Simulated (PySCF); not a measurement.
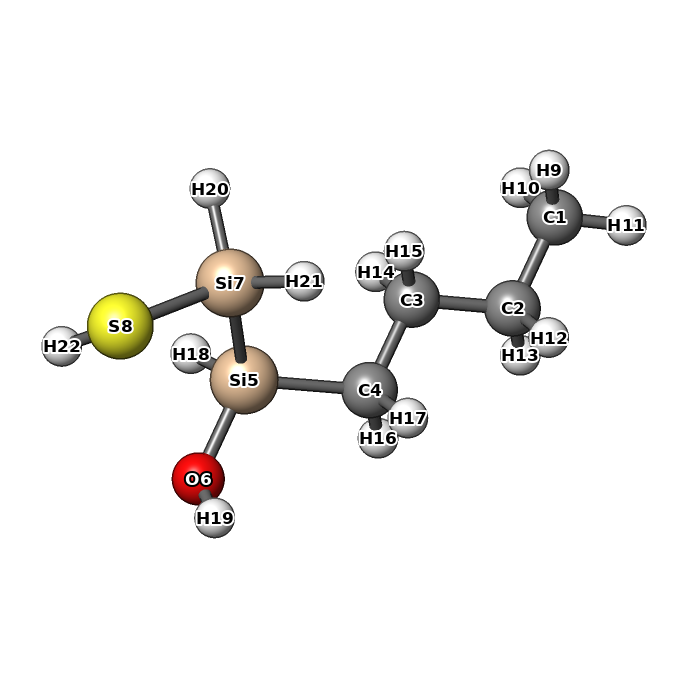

The thickness of each stick grows with its Mayer bond order. The geometry was computed by an optimisation with GFN2-xTB. No frequency run is at hand to confirm it as a minimum. Level of theory: PBE0/pcSseg-1 (PySCF 2.14.0).

List the Mayer bond orders of C1–C2, C2–C3, C3–C4, C4–Si5, Si5–O6, Si5–Si7, Si7–S8 (bonds between heavy atoms, one of each equivalent set).

```json
{"bond": "C1–C2", "Mayer order": "1.06", "length (Å)": "1.524"}
{"bond": "C2–C3", "Mayer order": "1.03", "length (Å)": "1.528"}
{"bond": "C3–C4", "Mayer order": "1.03", "length (Å)": "1.525"}
{"bond": "C4–Si5", "Mayer order": "0.88", "length (Å)": "1.905"}
{"bond": "Si5–O6", "Mayer order": "1.02", "length (Å)": "1.631"}
{"bond": "Si5–Si7", "Mayer order": "0.85", "length (Å)": "2.317"}
{"bond": "Si7–S8", "Mayer order": "0.99", "length (Å)": "2.166"}
```

The geometry is semi-empirical. Around Si such bond lengths and angles can be off by a tenth of an ångström or more and by several degrees, and values that hang on the shape move with them.
